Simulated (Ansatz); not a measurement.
**MoSF4: structure and electronic state**

Aim: characterise MoSF4 as a singlet: its structure, frontier levels and distribution of charge.

The runs use Ansatz 0.2.0, Gaussian basis; RKS PBE0-D4/def2-TZVP.

Plan: relaxation at r2SCAN-D4/def2-SVP; a single point at PBE0-D4/def2-TZVP.

3 further runs of the same task are left out: 3 set aside as unsound or not needed.

**1. The starting structure**

6 atoms, charge 0, spin multiplicity 1.

Atoms are counted from 1 here; the program's logs count them from 0.

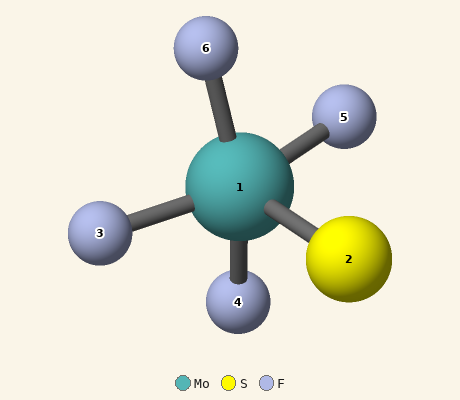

Start geometry, drawn with molybdenum teal, sulfur yellow, fluorine light blue; atoms are numbered from 1 in the order of the file.

Formally the metal is d0. Mo takes a core potential in the def2 sets. No spin-orbit coupling is included.

The start is a GFN2-xTB geometry.

**2. Relaxation at r2SCAN-D4/def2-SVP**

File in.yaml:

```yaml
crystal:
  periodic: [false, false, false]
  atoms:
    - {symbol: Mo, position_ang: [-0.000250, 0.000370, -0.127150]}
    - {symbol: S, position_ang: [0.003650, -0.007000, 2.021660]}
    - {symbol: F, position_ang: [1.722170, 0.012650, -0.476230]}
    - {symbol: F, position_ang: [-0.012010, 1.724450, -0.467590]}
    - {symbol: F, position_ang: [-1.724020, -0.009510, -0.469720]}
    - {symbol: F, position_ang: [0.010460, -1.720970, -0.480960]}
basis:
  gaussian: {orbitals: def2-SVP}
hamiltonian: {xc: r2scan, dispersion: d4}
scf: {lower_state_search: "off"}
output: {orbitals: {seedname: orbitals}}
relax: {f_tol: 0.02, max_steps: 100}
```

Run with:

```bash
$ ansatz run in.yaml --threads 2 --pin off --events-out ev --progress --plain --max-ram 22528MiB --backend cpu
```

After this run come: Single point, PBE0-D4/def2-TZVP.

**Question.** What will the summary of the whole plan be? Wanted: point group; near neighbours of the metal; HOMO, LUMO at PBE0-D4/def2-TZVP; charge on the metal; dipole at r2SCAN-D4/def2-SVP.

As calculated:

| quantity | value |
| --- | --- |
| point group | C4v |
| near neighbours of the metal | S 2.09, F 1.84, F 1.84, F 1.84, F 1.84 Å |
| HOMO, LUMO at PBE0-D4/def2-TZVP | -9.72, -4.67 eV |
| charge on the metal (Mulliken, PBE0-D4/def2-TZVP) | +1.78 e |
| dipole at r2SCAN-D4/def2-SVP | 1.12 D |

What this shows: The molecule keeps its bonding pattern by the stored test; the atoms moved 0.07 Å (rms). The metal has 5 near neighbours by the distance rule, from 1.84 to 2.09 Å. The Mulliken charge of the metal, +1.78 e, depends on the basis and isn't its oxidation state. No usable vibrations, so a minimum isn't proven. Whether this spin is the lowest isn't tested here.
